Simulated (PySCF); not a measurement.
```xyz
2

B     0.0000    0.0000   -1.4451
Cl    0.0000    0.0000    0.4549
```

Theory: PBE0/aug-cc-pVDZ(-PP), non-relativistic Hamiltonian with scalar-relativistic core potentials where named, at a bond length of 1.900 Å (PySCF 2.14.0).

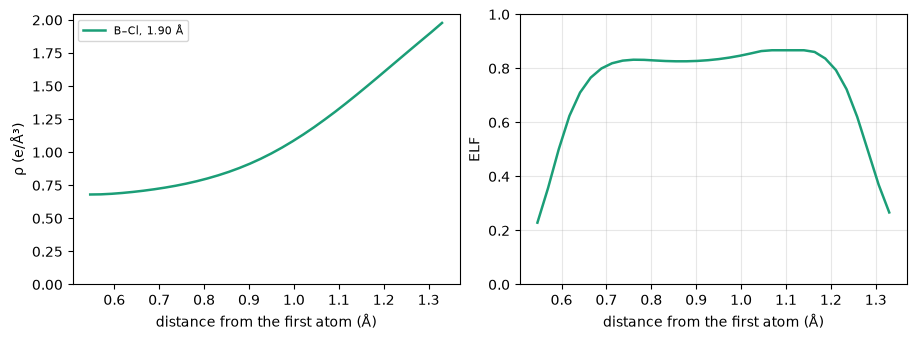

BCl (charge −1, doublet). Total electron density and ELF along straight lines between neighbouring atoms. The curves leave out the atomic cores.

What can be read from the curves?

Answer. B–Cl (1.90 Å): the density is about 0.99 e/Å³ at the midpoint; the ELF peaks at about 0.85 between the atoms, as expected for a polar covalent bond.
